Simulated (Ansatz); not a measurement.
YBi5Rh

```yaml
crystal:
  lattice:
    - [4.87599, 0.00000, 0.00000]
    - [0.00000, 4.87599, 0.00000]
    - [0.00000, 0.00000, 7.89675]
  atoms:
    - { symbol: Bi, position: [0.50000, 0.50000, 0.00000] }
    - { symbol: Y, position: [0.00000, 0.00000, 0.00000] }
    - { symbol: Rh, position: [0.00000, 0.00000, 0.50000] }
    - { symbol: Bi, position: [0.50000, 0.00000, 0.30078] }
    - { symbol: Bi, position: [0.00000, 0.50000, 0.30078] }
    - { symbol: Bi, position: [0.50000, 0.00000, 0.69922] }
    - { symbol: Bi, position: [0.00000, 0.50000, 0.69922] }
```

Space group P4/mmm; built by placing these elements on a known structure type; computed without spin polarisation.

The calculation used DFT, PAW plane waves, LDA (Ansatz).

### What can the converged electron localisation function tell about the bonding?

Bi–Rh (2.90 Å): the ELF is about 0.30 at the midpoint; no localised pair shows between them.
Y–Bi (3.40 Å): the ELF is about 0.30 at the midpoint and 0.10 at its lowest between the atoms; no shared electron pair shows on this line.

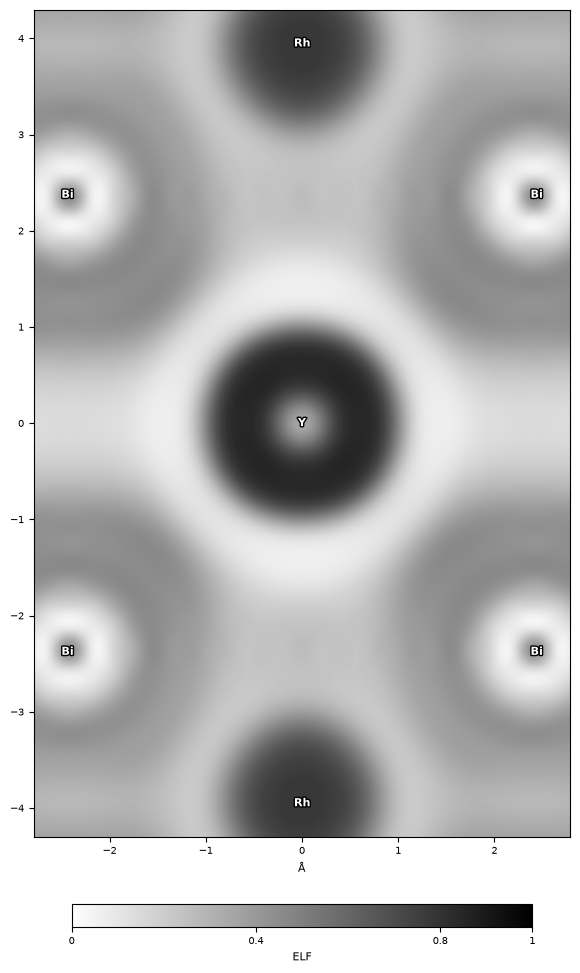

Computed electron localisation function on the (010) plane of the conventional cell. 

In a PAW calculation such maps are meaningful between the atoms, not at the nuclei.
